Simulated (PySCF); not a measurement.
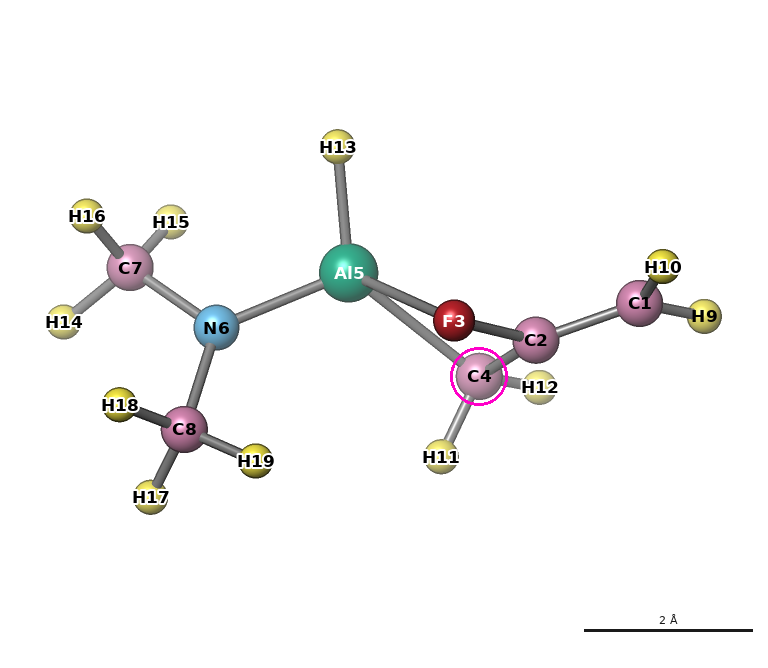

Orthographic view. Depth is shown by fading: the farther an atom, the more it takes the colour of the background. Geometry: a frame of a GFN2-xTB molecular-dynamics simulation, not a minimum.

> Which atoms are bonded to the circled atom?

The circled atom is C4; it is bonded to C2, Al5, H11, H12.

> Of C7 and H15, which is nearer the viewer?

C7; the bond to H15 points away from the viewer, so it looks shorter than its 1.08 Å.

> What is the shortest path along bonds from the circled atom to H19?

C4–Al5–N6–C8–H19, 4 bonds; through space the two are 3.62 Å apart.
